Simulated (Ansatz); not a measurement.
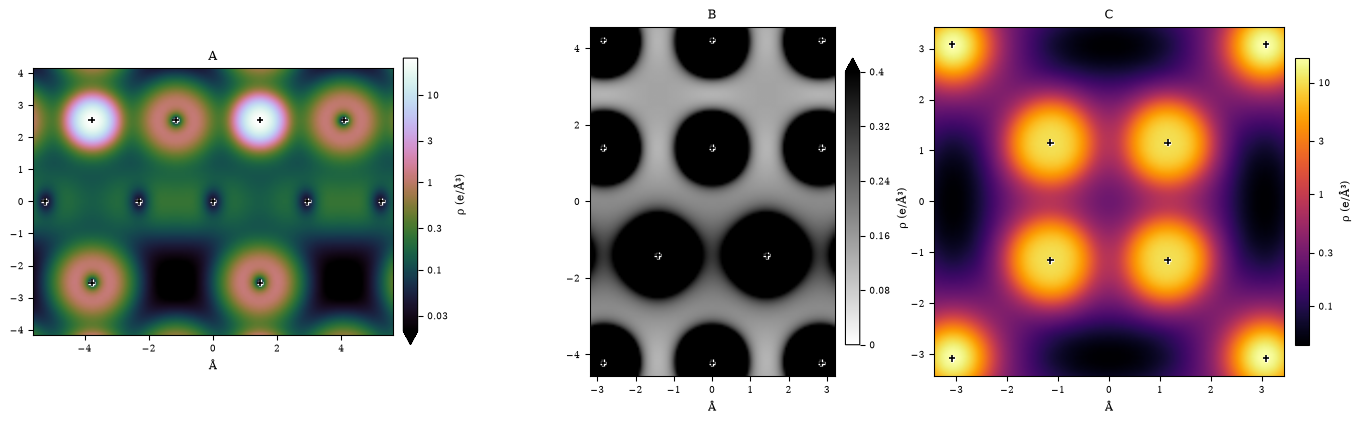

The valence pseudo-density of 3 systems, each on a plane through atoms (crosses mark nuclei in the plane).

Level of theory: DFT PBE, scalar-relativistic, plane waves, PAW in Ansatz.

System 1: SnRu$_{4}$, the (001) plane of the conventional cell. Space group P4/mmm; a structure generated by program, which may or may not match a known phase; computed without spin polarisation.

```
Sn Ru
1.0
     6.16289    0.00000    0.00000
     0.00000    6.16289    0.00000
     0.00000    0.00000    2.67560
Sn Ru
1 4
Direct
  0.50000 0.50000 0.50000
  0.18703 0.18703 0.50000
  0.81297 0.81297 0.50000
  0.18703 0.81297 0.50000
  0.81297 0.18703 0.50000
```

System 2: Sc$_{2}$Mo, the (110) plane of the conventional cell. Space group P6/mmm; a structure generated by program, which may or may not match a known phase; computed without spin polarisation.

System 3: Be$_{2}$CdS$_{2}$, the (110) plane of the conventional cell. Space group P-6m2; a structure generated by program, which may or may not match a known phase.

```
CELL_PARAMETERS angstrom
4.39662 0.00000 0.00000
-2.19831 3.80759 0.00000
0.00000 0.00000 5.24840
ATOMIC_POSITIONS crystal
Be 0.66667 0.33333 0.22012
Be 0.66667 0.33333 0.77988
Cd 0.00000 0.00000 0.50000
S 0.00000 0.00000 0.00000
S 0.33333 0.66667 0.50000
```

Q: Match each panel to its system.

A: Panel A is system 3, Be$_{2}$CdS$_{2}$: the plane holds Be, Cd and S. Be–Be (2.31 Å): ρ is about 0.25 e/Å³ halfway. Panel B is system 2, Sc$_{2}$Mo: the plane holds Sc and Mo. Sc–Sc (2.81 Å): ρ at the midpoint is about 0.12 e/Å³. Panel C is system 1, SnRu$_{4}$: the plane holds Sn and Ru. Ru–Ru (2.31 Å): the density is about 0.82 e/Å³ at the midpoint.
